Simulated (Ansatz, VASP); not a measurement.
# BiN in two plane-wave programs

Wanted: the spread between two codes on one cell, functional and k mesh. The cell is invented: As first built, before any earlier steps moved the atoms (in the runner's words): it takes the GaN structure with some of its atoms replaced by other elements, volume scaled by an estimate. It may not be a known or stable phase. The cell is taken from a series of VASP runs on this material, whose earlier steps may have relaxed, scaled or displaced it; both programs get it as it stands. Valence electrons are named where the data sets of a main pair hold unlike numbers.

Calculated with Ansatz 0.2.0; plane waves, with VASP 6.6.1 beside it; band structure at r2SCAN, band structure at PBE, spin-orbit coupling and band structure at r2SCAN, spin-orbit coupling.

### 1. The starting structure

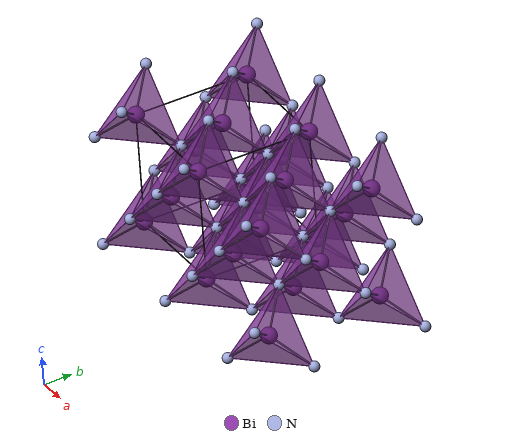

The cell as given, from a free direction (bismuth purple, nitrogen light blue). 2×1×1 cells are drawn. This picture shows the conventional cell, with its axes. Some periodic images of atoms are drawn too.

### 2. Ansatz: band structure, r2SCAN

Ansatz runs on its default PAW (the set named soft_2) files.

With cell and atoms fixed, the geometry can't cause a difference; cores, projectors, grids and the points listed under the comparison can.

File input.yaml:

```yaml
crystal:
  lattice:
    - [0.0, 2.7752800738, 2.7752800738]
    - [2.7752800738, 0.0, 2.7752800738]
    - [2.7752800738, 2.7752800738, 0.0]
  atoms:
    - { symbol: Bi, position: [0.0, 0.0, 0.0] }
    - { symbol: "N", position: [0.25, 0.25, 0.25] }
hamiltonian:
  xc: r2scan
  pseudopotentials: { kind: paw }
kpoints:
  mp_grid: { grid: [4, 4, 4] }
  band_path:
    path:
      - [0.0, 0.0, 0.0]
      - [0.16667, 0.0, 0.16667]
      - [0.33333, 0.0, 0.33333]
      - [0.5, 0.0, 0.5]
      - [0.5, 0.08333, 0.58333]
      - [0.5, 0.18333, 0.68333]
      - [0.5, 0.25, 0.75]
      - [0.45, 0.3, 0.75]
      - [0.40833, 0.34167, 0.75]
      - [0.35, 0.35, 0.7]
      - [0.225, 0.225, 0.45]
      - [0.075, 0.075, 0.15]
      - [0.03333, 0.03333, 0.03333]
      - [0.23333, 0.23333, 0.23333]
      - [0.4, 0.4, 0.4]
      - [0.51667, 0.46667, 0.51667]
      - [0.55833, 0.38333, 0.55833]
      - [0.60833, 0.28333, 0.60833]
      - [0.60833, 0.25, 0.64167]
      - [0.55833, 0.25, 0.69167]
      - [0.51667, 0.25, 0.73333]
      - [0.5, 0.3, 0.7]
      - [0.5, 0.38333, 0.61667]
      - [0.5, 0.48333, 0.51667]
      - [0.475, 0.475, 0.55]
      - [0.425, 0.425, 0.65]
      - [0.38333, 0.38333, 0.73333]
      - [0.59167, 0.18333, 0.59167]
      - [0.55, 0.1, 0.55]
      - [0.5, 0.0, 0.5]
    npoints: 1
scf:
  occupations: { method: gaussian, width: 0.02 }
  n_extra_bands: 7
output:
  forces: true
  stress: true
  eigenvalues: true
```

Started as:

```bash
> ansatz run input.yaml --threads 2 --pin off --max-ram 4608MiB --backend cpu --events-out ev --progress --plain --runs-dir out
```

Numbers of over 12 decimals in the logs are rounded to 6 here.

The log of the run:

```text
scf.n_extra_bands = 7 over 10 filled bands (N_el = 20.0): the run solves 17 bands
Engine: ansatz 0.2.0, aarch64-unknown-linux-gnu
Pseudopotentials: kind: paw
Pseudopotential: Bi, paw, valence charge 15, recommended cutoff 500 eV (meta_gga), Bi.paw.azcp
Pseudopotential: N, paw, valence charge 5, recommended cutoff 500 eV (meta_gga), N.paw.azcp
Functional definition: r2SCAN
  parameter k0 = 0.174
  parameter k1 = 0.065
  parameter a1 = 4.9479
  exchange = r2scan_x(k0 = k0, k1 = k1, a1 = a1)
  correlation = r2scan_c
Crystal: 2 atoms, lattice volume = 42.751 Å³
Basis set: ecut = 500 eV, 1067 PW (Γ), exchange–correlation on 120×120×120 points (64 copies of the dense FFT grid, shifted against one another)
Bands: 17, of which v1, the nominal top of the filled ones, is band 10 counted from 1 (9 counted from 0)
Symmetry: 24 space group operations
Space group: F-43m (ITA 216), of the structure as read, at distance tolerance 3.5e-5 Å
k-points: 8 of 64 (time reversal used)
Non-local potential: Bi, projectors of the file, l = 0: 2, l = 1: 2, l = 2: 2, l = 3: 2
Non-local potential: N, projectors of the file, l = 0: 2, l = 1: 2, l = 2: 1
PAW form: soft (Blöchl's): semilocal exchange-correlation on the pseudo side does not see the compensation charge
PAW frozen core: Bi, regenerated for the run's functional (the file was generated under x = pbe(κ = 0.804, μ = 0.219515), c = pbe(β = 0.066725))
PAW frozen core: N, regenerated for the run's functional (the file was generated under x = pbe(κ = 0.804, μ = 0.219515), c = pbe(β = 0.066725))
PAW one-centre angular grid: Bi, 590 points (default); XC on 160 Gauss nodes
PAW one-centre angular grid: N, 302 points (default); XC on 160 Gauss nodes
Initial density: superposition of atomic densities (neutral atoms: chi_scale 0, normalization atom), corrected by the library's trained network
Initial wavefunctions: pseudopotential atomic-orbital guess
Functional: x = r2scan, c = r2scan; τ floored in thin density (d = 2e-4 eV/Å³)
SCF iter   1: F=—  HF=-12794.104287 eV  |F-HF|=—  |Δ(HF+E_count)|=         —  Δρ=5.25e-3  dr2=5.41e-3  dr2_τ=2.22e-2  ethr=1.77e-3  ⟨swp⟩=5.5  Hψ=742  notcnv=0
preconditioner: auto → LDOS  [insulator: Δε(μ)=0.226 eV  Ē_g=23.136 eV  σ=0.020 eV  W_gap=0.50  n_scr=14 (ndim 8)  ℏωp=25.4 eV  f_vac=0.021  D(μ)=5.29/eV (n_scr^D=64)  ε∞_Penn≈2.2  β→1.0]
SCF iter   2: F=—  HF=-12794.118983 eV  |F-HF|=—  |Δ(HF+E_count)|=   1.47e-2  Δρ=1.61e-3  dr2=9.13e-4  dr2_τ=2.44e-4  ethr=2.71e-5  ⟨swp⟩=3.8  Hψ=342  notcnv=0  defer=21
SCF iter   3: F=—  HF=-12794.118911 eV  |F-HF|=—  |Δ(HF+E_count)|=   7.20e-5  Δρ=5.87e-4  dr2=2.16e-4  dr2_τ=1.90e-6  ethr=4.56e-6  ⟨swp⟩=3.0  Hψ=215  notcnv=0  defer=21
SCF iter   4: F=—  HF=-12794.118908 eV  |F-HF|=—  |Δ(HF+E_count)|=   2.78e-6  Δρ=3.75e-4  dr2=9.88e-5  dr2_τ=7.03e-7  ethr=1.08e-6  ⟨swp⟩=1.0  Hψ=115  notcnv=0  defer=21
SCF iter   5: F=—  HF=-12794.118866 eV  |F-HF|=—  |Δ(HF+E_count)|=   4.15e-5  Δρ=2.18e-4  dr2=2.76e-5  dr2_τ=3.67e-7  ethr=4.94e-7  ⟨swp⟩=2.0  Hψ=195  notcnv=0  defer=21
SCF iter   6: F=—  HF=-12794.118862 eV  |F-HF|=—  |Δ(HF+E_count)|=   4.85e-6  Δρ=2.95e-5  dr2=4.56e-7  dr2_τ=8.83e-9  ethr=1.38e-7  ⟨swp⟩=1.5  Hψ=127  notcnv=0  defer=21
SCF iter   7: F=-12794.118862 eV  HF=-12794.118862 eV  |F-HF|=1.09e-8  |Δ(HF+E_count)|=   2.36e-7  Δρ=7.26e-6  dr2=2.63e-8  dr2_τ=1.24e-9  ethr=5.00e-10  ⟨swp⟩=10.4  Hψ=785  notcnv=0
SCF 1 converged in 7 iterations: F = -12794.118862 eV  dr2 = 2.63e-8
  greatest PAW one-centre occupation: 0.988 electrons in one spin orbital (limit 2), on the Bi atom at site 0 (counted from 0), in its partial waves of l = 2
NSCF: frozen V_eff on 30 k-points
SCF converged after 7 iterations
Free energy (F): -12794.118862 eV
Harris-Foulkes:  -12794.118862 eV  (|F-HF|=1.09e-8)
Internal energy: -12794.117804 eV  (E = F + TS)
E sigma→0 (E₀):  -12794.118333 eV
Entropy (-TS):   -0.001058 eV (-0.529 meV/atom)
Fermi energy:    9.795158 eV
--- Per-component energies (eV) ---
  E_band       = -117.346628
  E_kinetic    = 425.771530
  E_local      = -1728.681193  (includes V_loc(G=0)·N_el)
  E_nonlocal   = 609.609041
  E_hartree    = 556.987326
  E_xc         = -199.566197
  E_vxc        = -239.926754  (∫ρ·V_xc dr)
  E_paw        = -10816.255589  (= ΣΔE_a)
  E_vpaw       = -313.927294  (= ΣTr[D̂ρ^β])
  E_aug_tail   = -0.000263  (compensation charges beyond the density's cutoff)
  E_vtau       = 15.832091  (kinetic-family band-sum trace: ∫τ·v_τ [+ j·A + Jᵃ·Aᵃ] dr)
  E_ewald      = -1642.828442
  E_core_change = 0.845983  (= ΣΔE_core)
  E_smearing   = -0.001058  (= −TS)
  E_closure    = -0.000000  (closes the sum)
  Σ components = -12794.118862   (vs F -12794.118862, Δ=0.00e0)
--- Forces (eV/Å), atoms counted from 1 ---
  atom   1  Bi    -0.00000000     0.00000000    -0.00000000
  atom   2  N      0.00000000    -0.00000000     0.00000000
  max |Σ_I F_I| component: 2.96e-16 eV/Å
--- Stress (GPa, compression-positive) ---
       -2.347684       0.000000      -0.000000
       -0.000000      -2.347684       0.000000
        0.000000       0.000000      -2.347684
  P = ⅓ Tr σ = -2.3477 GPa (-23.477 kbar)
--- Band table (eV; the first three rows and the last of 8) ---
  k-point 0: bands = [... 6 lower, 1.9304, 7.2869, 7.2869, 7.2869, 12.5974, 12.5974, 12.5974, 16.1315, ... 3 higher]
  k-point 1: bands = [... 6 lower, 0.5754, 6.8218, 6.8218, 6.9656, 11.8497, 13.1220, 13.1220, 17.8187, ... 3 higher]
  k-point 2: bands = [... 6 lower, -1.0264, 6.4400, 6.4400, 6.4522, 12.5949, 13.3628, 13.3628, 17.4131, ... 3 higher]
  k-point 7: bands = [... 6 lower, -1.5962, 4.5970, 4.7706, 9.7952, 11.6574, 11.8919, 15.1331, 16.5983, ... 3 higher]
```

It took 4.1 s on 2 threads of Arm Neoverse N1, shared host; peak memory 0.39 GiB.

### 3. VASP: band structure, r2SCAN

The same cell, functional, mesh and smearing now go to VASP, with its own data sets.

Lines of VASP's logs that name or quote its potential files are left out, and so is its time.

File INCAR:

```
SYSTEM = BiN
PREC = Accurate
ENCUT = 520
EDIFF = 1E-06
NELM = 100
ISMEAR = 0
SIGMA = 0.02
LREAL = .FALSE.
ALGO = Normal
METAGGA = R2SCAN
LASPH = .TRUE.
NBANDS = 22
LORBIT = 11
LWAVE = .FALSE.
LCHARG = .FALSE.
KPAR = 4
```

File POSCAR:

```
BiN
1.0
    0.0000000000      2.7752800738      2.7752800738
    2.7752800738      0.0000000000      2.7752800738
    2.7752800738      2.7752800738      0.0000000000
Bi N
1 1
Direct
    0.0000000000      0.0000000000      0.0000000000
    0.2500000000      0.2500000000      0.2500000000
```

File KPOINTS:

```
Automatic mesh
0
Gamma
4 4 4
0 0 0
```

File KPOINTS_OPT:

```
Line mode
16
Line-mode
Reciprocal
  0.00000000   0.00000000   0.00000000 GAMMA
  0.50000000   0.00000000   0.50000000 X

  0.50000000   0.00000000   0.50000000 X
  0.50000000   0.25000000   0.75000000 W

  0.50000000   0.25000000   0.75000000 W
  0.37500000   0.37500000   0.75000000 K

  0.37500000   0.37500000   0.75000000 K
  0.00000000   0.00000000   0.00000000 GAMMA

  0.00000000   0.00000000   0.00000000 GAMMA
  0.50000000   0.50000000   0.50000000 L

  0.50000000   0.50000000   0.50000000 L
  0.62500000   0.25000000   0.62500000 U

  0.62500000   0.25000000   0.62500000 U
  0.50000000   0.25000000   0.75000000 W

  0.50000000   0.25000000   0.75000000 W
  0.50000000   0.50000000   0.50000000 L

  0.50000000   0.50000000   0.50000000 L
  0.37500000   0.37500000   0.75000000 K

  0.62500000   0.25000000   0.62500000 U
  0.50000000   0.00000000   0.50000000 X
```

The projector-augmented-wave data sets are Bi_d and N (PBE family, release 64).

Started as:

```bash
> mpirun -np 4 vasp_std
```

The log of the run:

```text
[banner, memory and clock lines left out]
running    4 mpi-ranks, on    1 nodes
 distrk:  each k-point on    1 cores,    4 groups
 distr:  one band on    1 cores,    1 groups

 POSCAR found type information on POSCAR BiN
 POSCAR found :  2 types and       2 ions
|                                                                             |
|               ----> ADVICE to this user running VASP <----                  |
|                                                                             |
|     You enforced a specific xc type in the INCAR file but a different       |
|     [... a line on the potential file left out ...]
|     I HOPE YOU KNOW WHAT YOU ARE DOING!                                     |
|                                                                             |

 LDA part: xc-table for (None), standard interpolation
 POSCAR, INCAR and KPOINTS ok, starting setup
 FFT: planning ... GRIDC
 FFT: planning ... GRID_SOFT
 FFT: planning ... GRID
 WAVECAR not read
 entering main loop
       N       E                     dE             d eps       ncg     rms          rms(c)
DAV:   1     0.127729017961E+03    0.12773E+03   -0.97764E+03   372   0.103E+03
DAV:   2    -0.564134778623E+02   -0.18414E+03   -0.17383E+03   384   0.340E+02
DAV:   3    -0.732703338254E+02   -0.16857E+02   -0.16729E+02   414   0.937E+01
DAV:   4    -0.737439396218E+02   -0.47361E+00   -0.47323E+00   424   0.166E+01
DAV:   5    -0.737629286348E+02   -0.18989E-01   -0.18988E-01   488   0.309E+00    0.823E+00
DAV:   6    -0.660627301464E+02    0.77002E+01   -0.15325E+01   578   0.269E+01    0.442E+00
DAV:   7    -0.659628418417E+02    0.99888E-01   -0.18480E+00   430   0.623E+00    0.166E+00
DAV:   8    -0.659416269200E+02    0.21215E-01   -0.21399E-01   406   0.353E+00    0.708E-01
DAV:   9    -0.659358395254E+02    0.57874E-02   -0.15557E-02   456   0.948E-01    0.246E-01
DAV:  10    -0.659359798052E+02   -0.14028E-03   -0.26087E-03   432   0.533E-01    0.902E-02
DAV:  11    -0.659359182072E+02    0.61598E-04   -0.42694E-04   414   0.188E-01    0.198E-02
DAV:  12    -0.659359437250E+02   -0.25518E-04   -0.54817E-05   418   0.536E-02    0.426E-03
DAV:  13    -0.659359436105E+02    0.11456E-06   -0.26334E-06   442   0.105E-02
   1 F= -.65935944E+02 E0= -.65935415E+02  d E =-.105786E-02
 Start KPOINTS_OPT (optional k-point list driver)
k-point batch [1-8\160]
       N       E                     dE             ncg
DAV:   1     0.244019357674E+03   -0.94583E+03      352
DAV:   2    -0.127741602023E+04   -0.15214E+04      382
DAV:   3    -0.141327097998E+04   -0.13585E+03      394
DAV:   4    -0.141699934138E+04   -0.37284E+01      412
DAV:   5    -0.141713294652E+04   -0.13361E+00      510
DAV:   6    -0.141713446145E+04   -0.15149E-02      448
DAV:   7    -0.141713448852E+04   -0.27064E-04      516
DAV:   8    -0.141713448870E+04   -0.18273E-06      306
[...]
k-point batch [153-160\160]
       N       E                     dE             ncg
DAV:   1     0.204131140716E+02   -0.57715E+04      360
DAV:   2    -0.134898356516E+04   -0.13694E+04      386
DAV:   3    -0.146569394953E+04   -0.11671E+03      434
DAV:   4    -0.146870626841E+04   -0.30123E+01      438
DAV:   5    -0.146883041158E+04   -0.12414E+00      518
DAV:   6    -0.146883197457E+04   -0.15630E-02      468
DAV:   7    -0.146883201110E+04   -0.36529E-04      520
DAV:   8    -0.146883201133E+04   -0.22635E-06      396
```

From OUTCAR (step 3):

```text
ion  position               nearest neighbor table
   1  0.000  0.000  0.000-   2 2.40   2 2.40   2 2.40   2 2.40
   2  0.250  0.250  0.250-   1 2.40   1 2.40   1 2.40   1 2.40

  LATTYP: Found a face centered cubic cell.
 ALAT       =     5.5505601476

 Subroutine GETGRP returns: Found 24 space group operations
 (whereof 24 operations were pure point group operations)

The static configuration has the point symmetry T_d .

 Found      8 irreducible k-points:

   k-points           NKPTS =      8   k-points in BZ     NKDIM =      8   number of bands    NBANDS=     22

   dimension x,y,z NGX =    30 NGY =   30 NGZ =   30
   dimension x,y,z NGXF=    60 NGYF=   60 NGZF=   60

   ENCUT  =  520.0 eV  38.22 Ry    6.18 a.u.   7.30  7.30  7.30*2*pi/ulx,y,z

   NELECT =      20.0000    total number of electrons

 k-points in reciprocal lattice and weights: Automatic mesh
   0.00000000  0.00000000  0.00000000       0.016
   0.25000000  0.00000000  0.00000000       0.125
   0.50000000  0.00000000  0.00000000       0.062
   0.25000000  0.25000000  0.00000000       0.094
   0.50000000  0.25000000  0.00000000       0.375
  -0.25000000  0.25000000  0.00000000       0.188
   0.50000000  0.50000000  0.00000000       0.047
  -0.25000000  0.50000000  0.25000000       0.094

 average (electrostatic) potential at core
       1-111.6017       2 -65.2585

 E-fermi :   6.4959

 k-point     1 :       0.0000    0.0000    0.0000
  band No.  band energies     occupation
    ...
      6     -10.4963      2.00000
      7      -1.3745      2.00000
      8       3.9908      2.00000
      9       3.9908      2.00000
     10       3.9908      2.00000
     11       9.2884      0.00000
     12       9.2884      0.00000
     13       9.2884      0.00000
     14      12.8158      0.00000
     15      17.5859      0.00000
    ...

 k-point     2 :       0.2500    0.0000    0.0000
  band No.  band energies     occupation
    ...
      6      -9.8615      2.00000
      7      -2.7361      2.00000
      8       3.5240      2.00000
      9       3.5240      2.00000
     10       3.6653      2.00000
     11       8.5484      0.00000
     12       9.8144      0.00000
     13       9.8144      0.00000
     14      14.5245      0.00000
     15      16.6561      0.00000
    ...

 k-point     3 :       0.5000    0.0000    0.0000
  band No.  band energies     occupation
    ...
      6      -8.9302      2.00000
      7      -4.3475      2.00000
      8       3.1411      2.00000
      9       3.1412      2.00000
     10       3.1495      2.00000
     11       9.2996      0.00000
     12      10.0559      0.00000
     13      10.0559      0.00000
     14      14.1234      0.00000
     15      17.5156      0.00000
    ...

  Total       -0.5550838     -0.5550838     -0.5550838     -0.0000000      0.0000000     -0.0000000
  in kB      -20.8026500    -20.8026500    -20.8026500     -0.0000000      0.0000000     -0.0000000
  external PRESSURE =     -20.8026500 kB  Pullay stress =       0.0000000 kB

  energy-cutoff  :      520.00
  volume of cell :       42.75
      direct lattice vectors                 reciprocal lattice vectors
     0.000000000  2.775280074  2.775280074    -0.180161997  0.180161997  0.180161997
     2.775280074  0.000000000  2.775280074     0.180161997 -0.180161997  0.180161997
     2.775280074  2.775280074  0.000000000     0.180161997  0.180161997 -0.180161997

 POSITION                                       TOTAL-FORCE (eV/Angst)
 -----------------------------------------------------------------------------------
      0.00000      0.00000      0.00000        -0.000000     -0.000000     -0.000000
      1.38764      1.38764      1.38764         0.000000      0.000000      0.000000
 -----------------------------------------------------------------------------------
    total drift:                               -0.000000     -0.000000     -0.000000

  FREE ENERGIE OF THE ION-ELECTRON SYSTEM (eV)
  ---------------------------------------------------
  free  energy   TOTEN  =       -65.9359436105 eV

  energy  without entropy=      -65.9348857550  energy(sigma->0) =      -65.93541468

 total charge
# of ion       s       p       d       tot
------------------------------------------
    1        1.572   1.063   9.965  12.600
    2        1.332   2.235   0.000   3.567
--------------------------------------------------
tot          2.904   3.298   9.965  16.167

[... 3 further parts left out ...]
```

At this level the cell is under a tension of 2.1 GPa, so at these settings it is away from equilibrium.

### 4. Differences

Known differences besides the potentials themselves: VASP keeps PBE cores, Ansatz makes them for the functional; the cutoff is 500 eV in Ansatz and 520 eV in VASP. Total energies have different zeros and are not compared.

Compared:

```
      quantity  Ansatz   VASP  difference
pressure (GPa)   -2.35  -2.08       -0.27
```

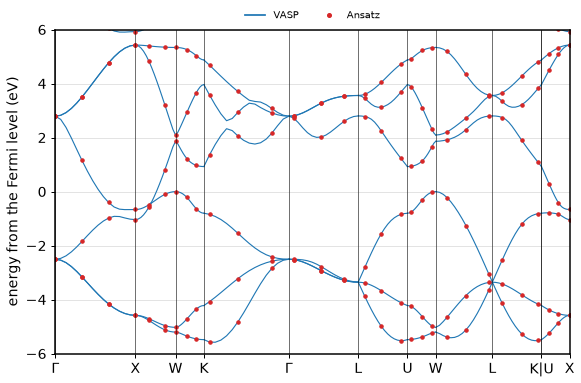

Bands from VASP (lines) and levels from Ansatz (dots). Dots without a line are higher empty bands that the VASP plot leaves out.

Levels from 3 eV below to 2 eV above the Fermi level differ by 2 meV r.m.s. and 10 meV at most; each VASP level is matched to the nearest of Ansatz, which flatters the figure a little.

(Continued in part 2 of 2.)

[Lines on the potential files, build, host, timing and source positions are cut from VASP's logs without a mark.]

[Logs are printed without paths, hosts, clocks, repeated set-up lines and the standing remarks that a program may print on its own settings, such as how far it seeks lower states.]

[Hosts, paths, dates, database ids (printed as entryN), source tags and the programs' standing remarks are cut or masked in the printed files.]
